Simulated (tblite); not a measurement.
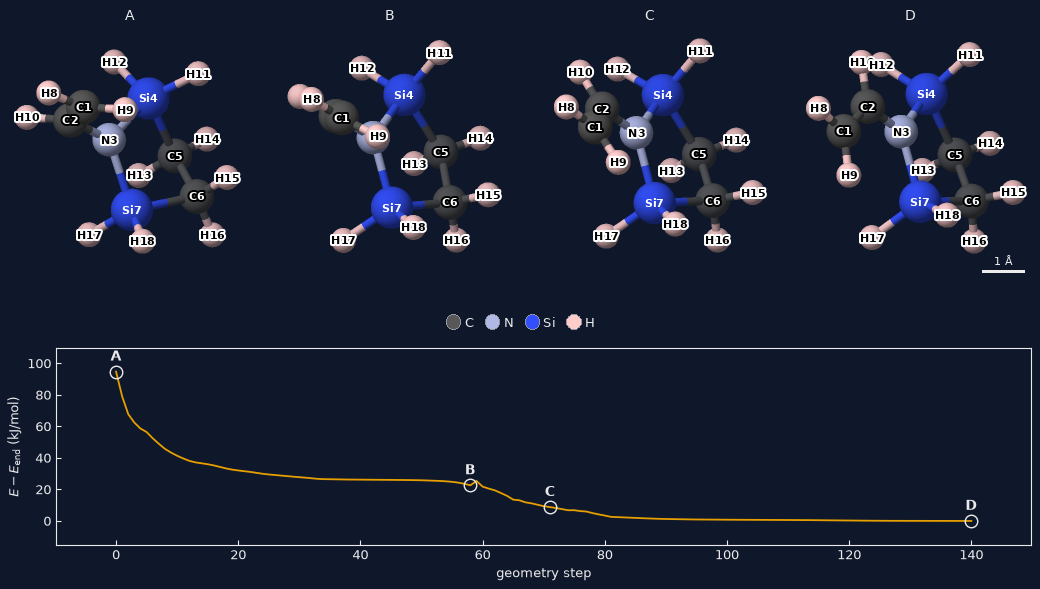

Frames of a relaxation of C$_{4}$H$_{11}$NSi$_{2}$, marked on the history of the run. Style: ball-and-stick. Shown from a free direction.

These are results of GFN2-xTB geometry optimisation, gas phase (tblite 0.8.0), not measurements. 

What happens along the run?

The largest move after the best rigid fit is that of H9, 2.12 Å. Largest moves by element: H 2.12 Å, C 0.78 Å, Si 0.48 Å, N 0.35 Å. Some distances before and after: N3–Si4 1.821 → 1.748 Å, N3–Si7 1.801 → 1.749 Å, C2–N3 1.410 → 1.378 Å, C5–C6 1.507 → 1.532 Å. Among the angles between lasting bonds that change: Si4–N3–Si7 103.6° → 115.9°, H13–C5–H14 115.0° → 106.4°, C5–C6–Si7 100.3° → 108.9°. Groups turn about C2–N3 by about 90°, C6–Si7 by about 25°, C5–C6 by about 25°. After 140 geometry steps the energy has fallen by 94.8 kJ/mol. Cost: 1.1 s on 1 thread of Arm Neoverse V1, with other jobs on the host. From step 0 to 58: H atoms move most (0.69 Å), energy −72.1 kJ/mol. From step 58 to 71: H atoms move most (0.78 Å), energy −13.8 kJ/mol. From step 71 to 140: H9 moves most (0.80 Å), energy −8.79 kJ/mol.

```
step  E − E(0), kJ/mol
   0              0.00
   1            -15.70
   2            -27.01
   3            -32.34
   4            -36.14
   5            -38.31
   6            -42.28
   7            -45.78
   8            -49.00
   9            -51.37
  10            -53.38
  17            -60.46
  24            -64.83
  31            -67.30
  37            -68.42
  44            -68.68
  51            -69.07
  58            -72.15
  65            -81.22
  72            -86.54
  78            -89.77
  85            -92.83
  92            -93.65
  99            -93.96
 106            -94.09
 113            -94.21
 119            -94.40
 126            -94.67
 133            -94.73
 140            -94.75
```
